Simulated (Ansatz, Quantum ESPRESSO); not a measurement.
# Zr2CO2 MXene, 1 layer: the gap on the mesh at a withheld member of a series

**Set-up.** Quantum ESPRESSO 7.5, PBE, SG15 norm-conserving. Cell and atoms are relaxed under PBE (GBRV files) and held. Screened hybrids with norm-conserving files, screening 0.106 per bohr, fixed occupations, a 9×9×1 mesh with exchange on 3×3×1 q points. Levels count from the potential in the middle of the vacuum. The series steps the share of short-range exact exchange (0.25 is HSE06, 0 is PBE).

| share of short-range exact exchange | gap on the mesh (eV) |
| --- | --- |
| 0 | 0.979 |
| 0.1 | 1.311 |
| 0.15 | 1.484 |
| 0.25 | 1.843 |
| 0.3 | 2.030 |
| 0.4 | 2.414 |

One more run was made and is withheld. What is the gap on the mesh at 0.2?

By hand: The rows at 0.15 and 0.25 give a slope of (1.843 − (1.484))/(0.25 − (0.15)) = 3.59, so a straight line gives 1.663 eV. A parabola through these and the row at 0.1 gives 1.661 eV.

What the calculation gave: 1.661 eV. The line misses by +0.002 and the parabola by 0.000 eV. Both misses are under 5 % of the step from the nearer row.

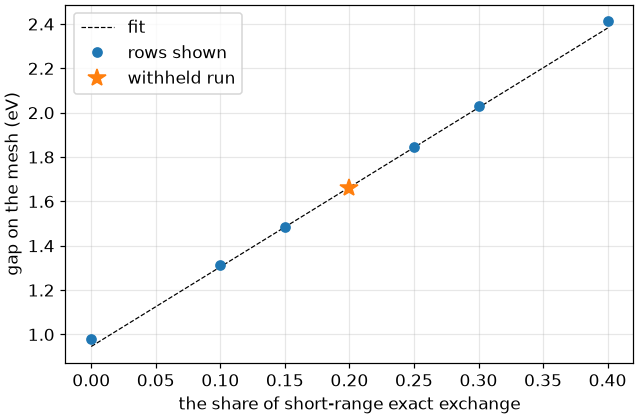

The rows shown, the fit and the withheld run.

Caveats: Gaps are those of the mesh; no spin-orbit coupling; the q mesh was not tested; the geometry stays that of PBE.
